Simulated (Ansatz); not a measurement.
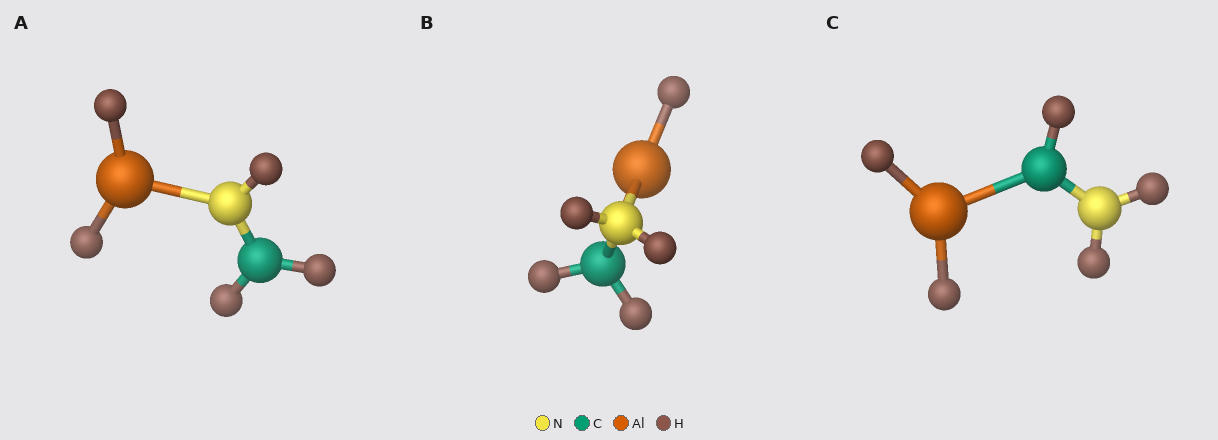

3 stationary structures of one formula. The species has charge +1 and is a spin singlet. Geometries: PBE-D4/def2-SVP. Electronic energies: PBE-D4/def2-SVP (Ansatz 0.2.0), without zero-point energy. No frequency run is at hand to confirm each as a minimum. Each is one conformer, not always the lowest.

### Which structure is the most stable?

A is lowest (Cs); B lies 31.2 kJ/mol above it (Cs), C lies 72.6 kJ/mol above it (Cs).
